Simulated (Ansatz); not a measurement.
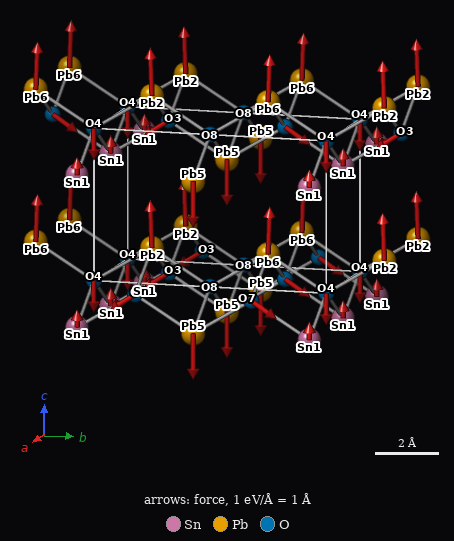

Starting geometry of crystalline SnPb3O4 (built on the litharge host type) with the computed forces as red arrows. The picture is a ball-and-stick view of the cell of the calculation, seen slightly off an axis.

Method: DFT, PBE-D3(BJ), plane waves, PAW (Ansatz).

Input
```yaml
crystal:
  lattice:
    - [3.8683004, 0.0, 0.0]
    - [0.0, 7.7366008, 0.0]
    - [0.0, 0.0, 4.95688501]
  atoms:
    - { symbol: Sn, position: [0.5, 0.0, 0.76462614] }
    - { symbol: Pb, position: [0.0, 0.25, 0.23537386] }
    - { symbol: O, position: [0.5, 0.25, 0.0] }
    - { symbol: O, position: [0.0, 0.0, 0.0] }
    - { symbol: Pb, position: [0.5, 0.5, 0.76462614] }
    - { symbol: Pb, position: [0.0, 0.75, 0.23537386] }
    - { symbol: O, position: [0.5, 0.75, 0.0] }
    - { symbol: O, position: [0.0, 0.5, 0.0] }
kpoints:
  mp_grid: { grid: [6, 4, 6] }
hamiltonian:
  xc: pbe
  dispersion: d3bj
scf:
  occupations: { method: fermi_dirac, width: 0.02 }
relax:
  f_tol: 0.005
  cell: {}
```

Launched with:
```bash
ansatz run input.yaml --threads 2 --pin off --max-ram 20275MiB --backend cpu --events-out ev --progress --plain --runs-dir out
```

Is this structure relaxed? If not, where do the atoms go?

Answer. It isn't relaxed: the largest force vector, on Pb atoms, is 1.57 eV/Å. The final displacements follow the starting forces only in part (cosine between the two patterns 0.77). The largest moves relative to the cell, 0.097 Å, are those of O3, O4 and O7. O4 goes along −c. By element the largest moves are O 0.097 Å, Pb 0.074 Å, Sn 0.044 Å. The drawn cell changes as follows: a 3.868 → 3.978 Å (+2.8 %), b 7.737 → 7.962 Å (+2.9 %), c 4.957 → 4.934 Å (−0.5 %); the volume changes by +5.3 %. Some distances before and after: O3–Pb5 2.259 → 2.375 Å, Pb2–O8 2.259 → 2.360 Å, Pb2–O3 2.259 → 2.349 Å, O4–Pb6 2.259 → 2.342 Å. Bond angles that change, for instance: Sn1–O4–Sn1 117.8° → 125.7°, O4–Sn1–O4 117.8° → 125.7°, Pb2–O4–Pb6 117.8° → 111.8°. The space group stays Pmm2 (No. 25). After 7 accepted moves (9 points after the start) the energy has fallen by 53.6 meV per atom. Largest force component: 1.6 eV/Å at the start, 0.0011 eV/Å at the end. The pressure goes from 7.00 to 0.03 GPa. The SCF was repeated twice at an unchanged geometry on a basis and grid sized afresh for the cell, which shifted the energy by 2.8 meV per atom at most.
